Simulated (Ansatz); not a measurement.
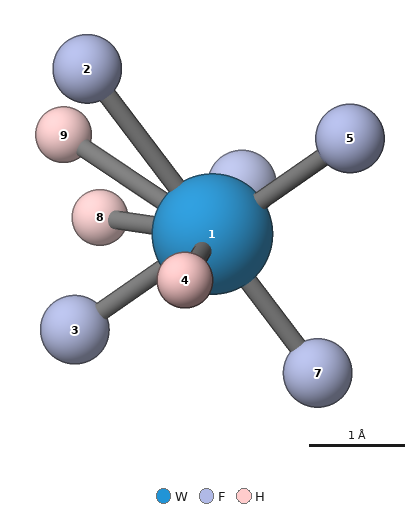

Fig. 1: The structure as given in the input (ball-and-stick view, seen at a tilt; atoms are numbered from 1 in the order of the input). Sticks mark near contacts. Bond lengths as drawn: F–W 1.85 to 2.20 Å and H–W 1.72 to 2.16 Å.

**Geometry relaxation of WH3F5 (part 1 of 2)**

System: WH3F5.
Method: RKS B3LYP/def2-SVP (Ansatz 0.2.0).

The input holds or restrains some coordinates. It belongs to a series of runs on one base structure; here: pulled along the bonds that form and break, towards end B. Figures and captions count atoms from 1; the log counts them from 0 in places.

## Input
```yaml
crystal:
  periodic: [false, false, false]
  atoms:
    - { symbol: W, position_ang: [0.0, 0.0, 0.0] }
    - { symbol: F, position_ang: [0.0, 0.0, 2.2] }
    - { symbol: F, position_ang: [1.85, 0.0, 0.0] }
    - { symbol: H, position_ang: [0.0, 1.72, 0.0] }
    - { symbol: F, position_ang: [-1.85, 0.0, 0.0] }
    - { symbol: F, position_ang: [0.0, -1.85, 0.0] }
    - { symbol: F, position_ang: [0.0, 0.0, -1.85] }
    - { symbol: H, position_ang: [1.3231, -1.3871, 0.637] }
    - { symbol: H, position_ang: [0.9736, -1.0208, 1.6302] }
basis:
  gaussian: { orbitals: def2-SVP }
hamiltonian:
  xc: b3lyp
relax:
  f_tol: 0.15
  max_steps: 25
  restrain:
    - { distance: [0, 7], at: 1.72, k: 30.0 }
    - { distance: [8, 1], at: 0.92, k: 30.0 }
    - { distance: [0, 1], at: 3.05, k: 30.0 }
    - { distance: [8, 7], at: 1.86, k: 30.0 }
output:
  orbitals: {}
```

Run as:
```bash
ansatz run input.yaml --threads 4 --pin off --max-ram 5120MiB --backend cpu --events-out ev --progress --plain --runs-dir out
```

## Log
```
The last accepted step is kept in [file] (removed where the run ends without a failure and the disk answers)
Engine: ansatz 0.2.0, aarch64-unknown-linux-gnu
Functional definition: B3LYP
  parameter a0 = 0.2
  parameter ax = 0.72
  parameter ac = 0.81
  exchange = (1 - a0 - ax)*slater_x + ax*b88_x + a0*exact_x
  correlation = (1 - ac)*vwn_rpa_c + ac*lyp_c
1215 factors; integrals over basis functions are off by at most 3.7e-4 eV
mean field evaluation 1: about -15434.4218 eV, gradient 8.4e1 eV
mean field evaluation 2: about -15100.4348 eV, gradient 3.5e2 eV
mean field evaluation 4: about -15447.3226 eV, gradient 1.9e1 eV
mean field evaluation 8: about -15447.9304 eV, gradient 6.2e-1 eV
mean field evaluation 16: about -15448.0136 eV, gradient 7.4e-3 eV
mean field -15448.01360351 eV, -567.7040288892 hartree, gradient 6.9e-5 eV, S^2 0.000000; 0 other end points of the search recorded, 0 dependent functions left out
the calculation of the forces begins
reference -15448.01391968 eV, -567.7040405082 hartree; 31, 31 occupied and 86, 86 virtual orbitals, 1215 factors
relax step   1: F+E_penalty+E_count = -15448.01360351 eV  Δ(F+E_penalty+E_count) = +0.000e0 eV  max|allowed force component| = 5.073e0 eV/Å  E_restraint = 25.94232994 eV  max|allowed force component, restraints' pulls added| = 2.428e1 eV/Å  Δτ_max = 0.0000 Å  (39 SCF iters, accepted)
  distance W 0 - H 7 = 2.0200 Å
  distance H 8 - F 1 = 1.5214 Å
  distance W 0 - F 1 = 2.2000 Å
  distance H 8 - H 7 = 1.1148 Å
these checks for a lower state are left out or cut short: starts, cluster_reference, orbital_swaps, neighbouring_geometries, increment
1215 factors; integrals over basis functions are off by at most 6.8e-4 eV
mean field evaluation 32: about -15447.3973 eV, gradient 5.7e-4 eV
mean field -15447.39734229 eV, -567.6813817073 hartree, gradient 9.6e-6 eV, S^2 0.000000; 0 other end points of the search recorded, 0 dependent functions left out
[... from here on the field's lines of each further geometry are left out, up to the last ...]
relax step   2: F+E_penalty+E_count = -15447.39734229 eV  Δ(F+E_penalty+E_count) = +6.163e-1 eV  max|allowed force component| = 5.183e0 eV/Å  E_restraint = 12.90943489 eV  max|allowed force component, restraints' pulls added| = 1.725e1 eV/Å  Δτ_max = 0.1949 Å  (52 SCF iters, accepted)
relax step   3: F+E_penalty+E_count = -15447.97668713 eV  Δ(F+E_penalty+E_count) = -5.793e-1 eV  max|allowed force component| = 5.275e0 eV/Å  E_restraint = 4.68712983 eV  max|allowed force component, restraints' pulls added| = 1.029e1 eV/Å  Δτ_max = 0.1949 Å  (46 SCF iters, accepted)
relax step   4: F+E_penalty+E_count = -15449.52887463 eV  Δ(F+E_penalty+E_count) = -1.552e0 eV  max|allowed force component| = 3.095e0 eV/Å  E_restraint = 0.69806174 eV  max|allowed force component, restraints' pulls added| = 6.803e0 eV/Å  Δτ_max = 0.1941 Å  (43 SCF iters, accepted)
relax step   5: F+E_penalty+E_count = -15450.82686083 eV  Δ(F+E_penalty+E_count) = -1.298e0 eV  max|allowed force component| = 2.521e0 eV/Å  E_restraint = 0.08248888 eV  max|allowed force component, restraints' pulls added| = 2.325e0 eV/Å  Δτ_max = 0.1946 Å  (41 SCF iters, accepted)
relax step   6: F+E_penalty+E_count = -15451.44933237 eV  Δ(F+E_penalty+E_count) = -6.225e-1 eV  max|allowed force component| = 1.842e0 eV/Å  E_restraint = 0.03222563 eV  max|allowed force component, restraints' pulls added| = 1.842e0 eV/Å  Δτ_max = 0.1950 Å  (40 SCF iters, accepted)
relax step   7: F+E_penalty+E_count = -15451.91813733 eV  Δ(F+E_penalty+E_count) = -4.688e-1 eV  max|allowed force component| = 9.817e-1 eV/Å  E_restraint = 0.01396661 eV  max|allowed force component, restraints' pulls added| = 9.289e-1 eV/Å  Δτ_max = 0.2000 Å  (40 SCF iters, accepted)
relax step   8: F+E_penalty+E_count = -15452.13085135 eV  Δ(F+E_penalty+E_count) = -2.127e-1 eV  max|allowed force component| = 3.544e-1 eV/Å  E_restraint = 0.00396544 eV  max|allowed force component, restraints' pulls added| = 4.414e-1 eV/Å  Δτ_max = 0.1999 Å  (40 SCF iters, accepted)
relax step   9: F+E_penalty+E_count = -15452.24212451 eV  Δ(F+E_penalty+E_count) = -1.113e-1 eV  max|allowed force component| = 7.486e-1 eV/Å  E_restraint = 0.02895235 eV  max|allowed force component, restraints' pulls added| = 1.340e0 eV/Å  Δτ_max = 0.1958 Å  (39 SCF iters, accepted)
relax step  10: F+E_penalty+E_count = -15452.34770065 eV  Δ(F+E_penalty+E_count) = -1.056e-1 eV  max|allowed force component| = 2.586e-1 eV/Å  E_restraint = 0.00649483 eV  max|allowed force component, restraints' pulls added| = 5.151e-1 eV/Å  Δτ_max = 0.1965 Å  (38 SCF iters, accepted)
relax step  11: F+E_penalty+E_count = -15452.42429648 eV  Δ(F+E_penalty+E_count) = -7.660e-2 eV  max|allowed force component| = 1.152e0 eV/Å  E_restraint = 0.02228916 eV  max|allowed force component, restraints' pulls added| = 1.983e0 eV/Å  Δτ_max = 0.1940 Å  (38 SCF iters, accepted)
relax step  12: F+E_penalty+E_count = -15452.46907985 eV  Δ(F+E_penalty+E_count) = -4.478e-2 eV  max|allowed force component| = 3.072e-1 eV/Å  E_restraint = 0.00463744 eV  max|allowed force component, restraints' pulls added| = 8.448e-1 eV/Å  Δτ_max = 0.2000 Å  (38 SCF iters, accepted)
relax step  13: F+E_penalty+E_count = -15452.47522111 eV  Δ(F+E_penalty+E_count) = -6.141e-3 eV  max|allowed force component| = 2.236e-1 eV/Å  E_restraint = 0.00384702 eV  max|allowed force component, restraints' pulls added| = 7.096e-1 eV/Å  Δτ_max = 0.0214 Å  (33 SCF iters, accepted)
relax step  14: F+E_penalty+E_count = -15452.47830991 eV  Δ(F+E_penalty+E_count) = -3.089e-3 eV  max|allowed force component| = 3.317e-1 eV/Å  E_restraint = 0.00285426 eV  max|allowed force component, restraints' pulls added| = 1.935e-1 eV/Å  Δτ_max = 0.1084 Å  (33 SCF iters, accepted)
relax step  15: F+E_penalty+E_count = -15452.48054352 eV  Δ(F+E_penalty+E_count) = -2.234e-3 eV  max|allowed force component| = 3.114e-1 eV/Å  E_restraint = 0.00264515 eV  max|allowed force component, restraints' pulls added| = 3.325e-1 eV/Å  Δτ_max = 0.0640 Å  (33 SCF iters, accepted)
the calculation of the forces begins
reference -15452.48426306 eV, -567.8683225973 hartree; 31, 31 occupied and 86, 86 virtual orbitals, 1219 factors
relax step  16: F+E_penalty+E_count = -15452.48395015 eV  Δ(F+E_penalty+E_count) = -3.407e-3 eV  max|allowed force component| = 2.717e-1 eV/Å  E_restraint = 0.00175543 eV  max|allowed force component, restraints' pulls added| = 4.904e-2 eV/Å  Δτ_max = 0.0369 Å  (33 SCF iters, accepted)
  distance W 0 - H 7 = 1.7166 Å
  distance H 8 - F 1 = 0.9277 Å
  distance W 0 - F 1 = 3.0449 Å
  distance H 8 - H 7 = 1.8644 Å
1219 factors; integrals over basis functions are off by at most 1.1e-3 eV
mean field evaluation 160: about -15452.4840 eV, gradient 1.5e-4 eV
```

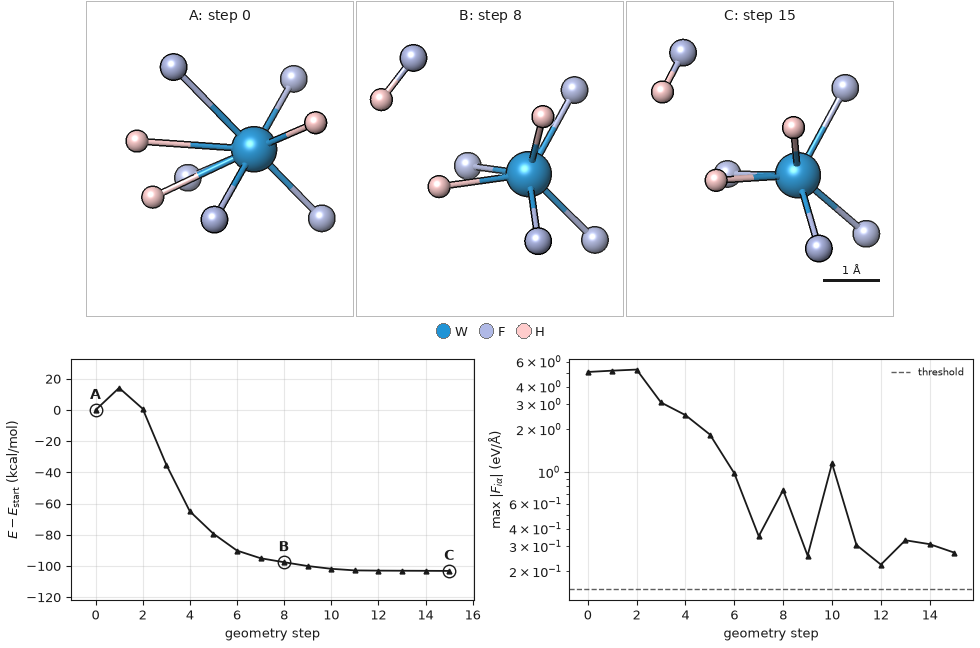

Fig. 2: Frames of the restrained relaxation (ball-and-stick view, seen at a tilt) above the curves, on which the letters mark them (the first geometry is step 0 here and step 1 in the log).

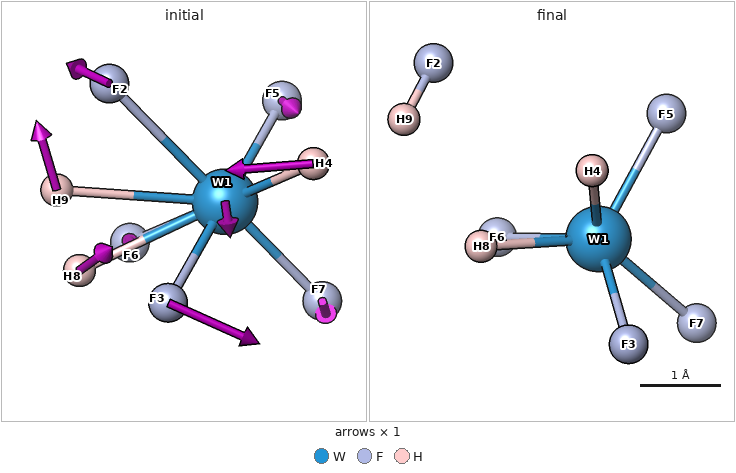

Fig. 3: Before (left) and after (right) the restrained relaxation, at one scale (ball-and-stick view, seen at a tilt). The pink arrows give the displacements, at true length. Over 15 geometry steps the energy falls by 103.1 kcal/mol. The largest force component goes from 5.1 to 0.27 eV/Å. F3 moves most after the best rigid fit: 1.27 Å. By element the largest moves are F 1.27 Å, H 1.13 Å, W 0.50 Å. Among the contacts that change: W1–F2 2.200 → 3.045 Å, W1–H9 2.156 → 2.977 Å, F2–H9 1.521 → 0.928 Å, W1–H8 2.020 → 1.717 Å. New bonds form: F2–H9 (1.52 → 0.93 Å). Bonds break: W1–F2 (2.20 → 3.04 Å), W1–H9 (2.16 → 2.98 Å). Among the angles that change: H4–W1–H8 133.4° → 63.0°, H4–W1–F6 180.0° → 126.2°, H4–W1–F7 90.0° → 139.1°. (Atoms are counted from 1 in the order of the input.)

```
mean field -15452.48395015 eV, -567.8683110982 hartree, gradient 2.3e-5 eV, S^2 0.000000; 1 other end points of the search recorded, 0 dependent functions left out
the calculation of the forces begins
reference -15452.48426306 eV, -567.8683225973 hartree; 31, 31 occupied and 86, 86 virtual orbitals, 1219 factors
Total energy: -15452.48426306 eV, -567.8683225973 hartree
Atom 0 at     0.204547    -0.200220    -0.415152 Å, force     0.023373    -0.086309     0.271657 eV/Å
Atom 1 at    -0.344825    -0.689621     2.539472 Å, force    -0.186515     0.047374    -0.134200 eV/Å
Atom 2 at     1.746783     0.576434    -1.106123 Å, force    -0.013386    -0.028321    -0.028589 eV/Å
Atom 3 at     0.527013     1.023316     0.712917 Å, force    -0.030147     0.003646    -0.012624 eV/Å
Atom 4 at    -1.493887     0.454475    -0.097858 Å, force     0.010595     0.015994     0.018963 eV/Å
Atom 5 at    -0.157792    -1.977154    -0.029156 Å, force     0.002169     0.017469    -0.041803 eV/Å
Atom 6 at    -0.120663    -0.386525    -2.272146 Å, force     0.031215     0.010564     0.005184 eV/Å
Atom 7 at     1.359768    -0.550946     0.805149 Å, force     0.001574     0.056447    -0.177091 eV/Å
Atom 8 at     0.575756    -0.787659     2.480098 Å, force     0.161122    -0.036864     0.098503 eV/Å
Dipole moment:     0.301616    -0.010624     0.278498 e Å
```

## Trajectory as extended XYZ (Å, eV, eV/Å), 12 of the 16 frames kept, from step=1 to step=16
```
9
Properties=species:S:1:pos:R:3:forces:R:3 step=1 energy=-15448.01360
W     0.0000    0.0000    0.0000    0.4268  -0.0766   3.5152
F     0.0000    0.0000    2.2000   -1.0075   1.1288  -2.2444
F     1.8500    0.0000    0.0000    1.9602   2.9994  -2.4976
H     0.0000    1.7200    0.0000    0.0891   0.4725   0.3349
F    -1.8500    0.0000    0.0000    0.4232   0.2623   0.2165
F     0.0000   -1.8500    0.0000   -2.9415  -4.5272  -2.6197
F     0.0000    0.0000   -1.8500    0.1044   0.2412   0.6188
H     1.3231   -1.3871    0.6370   -0.2277   0.3919   5.0733
H     0.9736   -1.0208    1.6302    1.1731  -0.8923  -2.3969
```
